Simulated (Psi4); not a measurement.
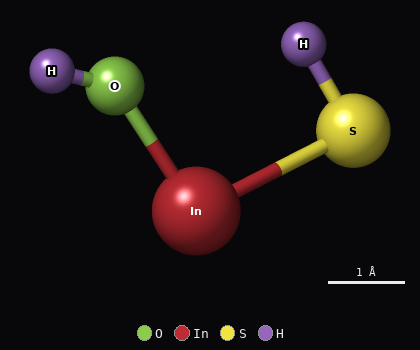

The structure as given in the input (ball-and-stick view, seen at a tilt). Sticks mark near contacts.

**Run report: InH₂SO, polarizability calculation**

The run: polarizability calculation of InH₂SO, multiplicity 2, SMILES [OH][In][SH]. Method and program: HF/3-21G, UHF (Psi4 1.11).

The geometry comes from this level: GFN2-xTB.

The input (job.py):
```python
import psi4

psi4.set_memory('1600 MB')
psi4.set_num_threads(1)
psi4.core.set_output_file('output.dat', False)

geom = psi4.geometry("""
0 2
O      0.134880     1.258050     0.359820
In    -0.551890    -0.423160     1.186200
S     -0.147150    -2.026810    -0.782080
H      0.279490     2.148900     0.665070
H      0.284680    -0.956990    -1.429020
units angstrom
""")

options = {'reference': 'uhf', 's_orthogonalization': 'symmetric', 'scf_type': 'pk'}
psi4.set_options(options)

energy_value, wavefunction = psi4.properties("scf/3-21G", properties=['dipole_polarizabilities'], return_wfn=True)
print('E =', round(energy_value, 9))
```

Machine: 1 thread of Intel Xeon @ 2.90GHz (Ice Lake), 64 GiB of memory available, shared host.

Run as:
```bash
python job.py
```

Log:
```
=> Loading Basis Set <=

    Name: 3-21G
    Role: ORBITAL
    Keyword: BASIS

         ---------------------------------------------------------
                                   SCF
                              UHF Reference
                        1 Threads,   1525 MiB Core
         ---------------------------------------------------------

  ==> Geometry <==

    Molecular point group: c1
    Full point group: C1

    Geometry (in Angstrom), charge = 0, multiplicity = 2:

       Center              X                  Y                   Z               Mass
    ------------   -----------------  -----------------  -----------------  -----------------
         O            0.531474065583     1.816618419332    -0.345390041481    15.994914619570
         IN          -0.155295934417     0.135408419332     0.480989958519   114.903878776000
         S            0.249444065583    -1.468241580668    -1.487290041481    31.972071174400
         H            0.676084065583     2.707468419332    -0.040140041481     1.007825032230
         H            0.681274065583    -0.398421580668    -2.134230041481     1.007825032230

  Running in c1 symmetry.

  Rotational constants: A =      0.29393  B =      0.08965  C =      0.06870 [cm^-1]
  Rotational constants: A =   8811.83662  B =   2687.76148  C =   2059.65609 [MHz]
  Nuclear repulsion =  317.817836489502611

  Charge       = 0
  Multiplicity = 2
  Electrons    = 75
  Nalpha       = 38
  Nbeta        = 37

  ==> Algorithm <==

  SCF Algorithm Type is PK.
  DIIS enabled.
  MOM disabled.
  Fractional occupation disabled.
  Guess Type is SAD.
  Energy threshold   = 1.00e-06
  Density threshold  = 1.00e-06
  Integral threshold = 1.00e-12

  ==> Primary Basis <==

  Basis Set: 3-21G
    Blend: 3-21G
    Number of shells: 29
    Number of basis functions: 59
    Number of Cartesian functions: 59
    Spherical Harmonics?: false
    Max angular momentum: 2

  ==> Integral Setup <==

  Using in-core PK algorithm.
   Calculation information:
      Number of atoms:                   5
      Number of AO shells:              29
      Number of primitives:             63
      Number of atomic orbitals:        59
      Number of basis functions:        59

      Integral cutoff                 1.00e-12
      Number of threads:                 1

  Performing in-core PK
  Using 3134670 doubles for integral storage.
  We computed 75093 shell quartets total.
  Whereas there are 94830 unique shell quartets.

  ==> DiskJK: Disk-Based J/K Matrices <==

    J tasked:                  Yes
    K tasked:                  Yes
    wK tasked:                  No
    Memory [MiB]:             1144
    Schwarz Cutoff:          1E-12

    Using symmetric orthogonalization.
  Minimum eigenvalue in the overlap matrix is 1.2733641210E-03.
  Reciprocal condition number of the overlap matrix is 3.1226385010E-04.

  ==> Pre-Iterations <==

  SCF Guess: Superposition of Atomic Densities via on-the-fly atomic UHF (no occupation information).

   -------------------------
    Irrep   Nso     Nmo
   -------------------------
     A         59      59
   -------------------------
    Total      59      59
   -------------------------

  ==> Iterations <==

                        Total Energy        Delta E     RMS |[F,P]|

   @UHF iter SAD: -6181.12708378282059   -6.18113e+03   0.00000e+00
   @UHF iter   1: -6185.73460125465590   -4.60752e+00   1.51526e-02 DIIS/ADIIS
   @UHF iter   2: -6186.17134914260168   -4.36748e-01   6.71667e-03 DIIS/ADIIS
   @UHF iter   3: -6186.28493562745098   -1.13586e-01   1.59050e-03 DIIS/ADIIS
   @UHF iter   4: -6186.29399819205992   -9.06256e-03   6.68613e-04 DIIS/ADIIS
   @UHF iter   5: -6186.29668718719222   -2.68900e-03   3.46071e-04 DIIS/ADIIS
   @UHF iter   6: -6186.29781524238115   -1.12806e-03   1.50682e-04 DIIS/ADIIS
   @UHF iter   7: -6186.29818403622266   -3.68794e-04   7.30341e-05 DIIS
   @UHF iter   8: -6186.29829885143590   -1.14815e-04   3.00743e-05 DIIS
   @UHF iter   9: -6186.29831559888498   -1.67474e-05   1.00386e-05 DIIS
   @UHF iter  10: -6186.29831729494526   -1.69606e-06   3.97793e-06 DIIS
   @UHF iter  11: -6186.29831752198243   -2.27037e-07   1.87789e-06 DIIS
   @UHF iter  12: -6186.29831758476303   -6.27806e-08   8.11050e-07 DIIS
  Energy and wave function converged.

  ==> Post-Iterations <==

   @Spin Contamination Metric:   1.291827308E-02
   @S^2 Expected:                7.500000000E-01
   @S^2 Observed:                7.629182731E-01
   @S   Expected:                5.000000000E-01
   @S   Observed:                5.000000000E-01

    Orbital Energies [Eh]
    ---------------------

    Alpha Occupied:

       1A   -992.014027     2A   -148.728226     3A   -138.163599
       4A   -138.163570     5A   -138.162901     6A    -91.279063
       7A    -29.594887     8A    -25.137340     9A    -25.135696
      10A    -25.133226    11A    -20.396446    12A    -17.536832
      13A    -17.536303    14A    -17.534903    15A    -17.533876
      16A    -17.533251    17A     -8.877046    18A     -6.553561
      19A     -6.551102    20A     -6.546955    21A     -5.034141
      22A     -3.504860    23A     -3.502563    24A     -3.496870
      25A     -1.269726    26A     -1.134750    27A     -1.131816
      28A     -1.127100    29A     -1.124599    30A     -1.115813
      31A     -0.935164    32A     -0.624814    33A     -0.512408
      34A     -0.478156    35A     -0.446764    36A     -0.421596
      37A     -0.355710    38A     -0.323206

    Alpha Virtual:

      39A      0.029246    40A      0.081069    41A      0.132679
      42A      0.212315    43A      0.252323    44A      0.297138
      45A      0.326344    46A      0.368821    47A      0.415247
      48A      0.713927    49A      0.744099    50A      0.762895
      51A      0.886818    52A      1.243403    53A      1.328736
      54A      1.835400    55A      1.879957    56A      2.142060
      57A      2.436560    58A      3.061620    59A    199.626545

    Beta Occupied:

       1A   -992.012897     2A   -148.726969     3A   -138.163107
       4A   -138.162494     5A   -138.162032     6A    -91.276822
       7A    -29.592566     8A    -25.135940     9A    -25.133781
      10A    -25.132007    11A    -20.391639    12A    -17.535885
      13A    -17.535395    14A    -17.534241    15A    -17.533299
      16A    -17.532467    17A     -8.874480    18A     -6.549824
      19A     -6.545582    20A     -6.544040    21A     -5.027370
      22A     -3.501299    23A     -3.497913    24A     -3.493072
      25A     -1.254511    26A     -1.129735    27A     -1.127120
      28A     -1.122714    29A     -1.118902    30A     -1.109810
      31A     -0.916816    32A     -0.615418    33A     -0.498349
      34A     -0.444829    35A     -0.434262    36A     -0.375305
      37A     -0.350465

    Beta Virtual:

      38A     -0.025716    39A      0.057612    40A      0.113861
      41A      0.146849    42A      0.222261    43A      0.289271
      44A      0.313526    45A      0.334010    46A      0.380341
      47A      0.437039    48A      0.724099    49A      0.747696
      50A      0.766094    51A      0.902461    52A      1.243751
      53A      1.328979    54A      1.837219    55A      1.900712
      56A      2.150581    57A      2.449684    58A      3.069106
      59A    199.628569

    Final Occupation by Irrep:
              A
    DOCC [    37 ]
    SOCC [     1 ]
    NA   [    38 ]
    NB   [    37 ]

  @UHF Final Energy: -6186.29831758476303

   => Energetics <=

    Nuclear Repulsion Energy =            317.8178364895026107
    One-Electron Energy =               -9179.4857547822230117
    Two-Electron Energy =                2675.3696007079565788
    Total Energy =                      -6186.2983175847639359

  UHF NO Occupations:
  HONO-2 :   36  A 1.9983318
  HONO-1 :   37  A 1.9956235
  HONO-0 :   38  A 1.0000000
  LUNO+0 :   39  A 0.0043765
  LUNO+1 :   40  A 0.0016682
  LUNO+2 :   41  A 0.0002936
  LUNO+3 :   42  A 0.0000482

Computation Completed

Properties will be evaluated at   0.000000,   0.000000,   0.000000 [a0]

Properties computed using the SCF density matrix

 Multipole Moments:

 ------------------------------------------------------------------------------------
     Multipole            Electronic (a.u.)      Nuclear  (a.u.)        Total (a.u.)
 ------------------------------------------------------------------------------------

 L = 1.  Multiply by 2.5417464519 to convert [e a0] to [Debye]
 Dipole X            :         -4.1395209            3.7619816           -0.3775393
 Dipole Y            :          1.2203100           -0.0280786            1.1922315
 Dipole Z            :         11.5127399           -9.7616129            1.7511270
 Magnitude           :                                                    2.1518358

 ------------------------------------------------------------------------------------

         ---------------------------------------------------------
                       CPSCF Linear Response Solver
         ---------------------------------------------------------

   ==> Requested Responses <==

    Dipole polarizabilities

   ==> Coupled-Perturbed UHF Solver <==

    Maxiter             =         100
    Convergence         =   1.000E-06
    Number of equations =           6
   -----------------------------------------------------
     Iter   Residual RMS      Max RMS  Remain  Time [s]
   -----------------------------------------------------
    Guess      1.878e+00    1.918e+00       3         0
        1      9.397e-01    1.054e+00       3         0
        2      4.121e-01    4.601e-01       3         0
        3      1.800e-01    2.080e-01       3         0
        4      8.144e-02    1.084e-01       3         0
        5      4.174e-02    5.440e-02       3         0
        6      1.748e-02    2.235e-02       3         0
        7      5.958e-03    7.028e-03       3         1
        8      2.388e-03    3.540e-03       3         1
        9      9.092e-04    1.467e-03       3         1
       10      3.597e-04    6.099e-04       3         1
       11      1.500e-04    2.623e-04       3         1
       12      6.471e-05    1.081e-04       3         1
       13      2.798e-05    4.557e-05       3         1
       14      1.101e-05    1.867e-05       3         1
       15      3.993e-06    6.101e-06       3         1
       16      1.517e-06    2.029e-06       2         1
       17      5.830e-07    4.972e-07       0         1
   -----------------------------------------------------

    Solver has converged.

   ==> Response Properties <==

    => Dipole polarizabilities <=

              X          Y          Z
    ----- ---------- ---------- ----------
      X     39.66774    0.04974   -6.46207
      Y      0.04975   63.87838   15.27357
      Z     -6.46207   15.27357   63.07766

	total time  =          2 seconds =       0.03 minutes
```

Standard output:
```
E = -6186.298317585
```

Key numbers:

```csv
quantity,value
outcome,converged
total energy,−6186.298318 hartree
basis functions,59
⟨S²⟩,0.763
dipole moment,5.47 D
wall time,3.9 s
peak memory,0.2 GiB
```

Notes:

Settings chosen away from the usual ones: s_orthogonalization set to symmetric; df_basis_scf set to def2-universal-jkfit.
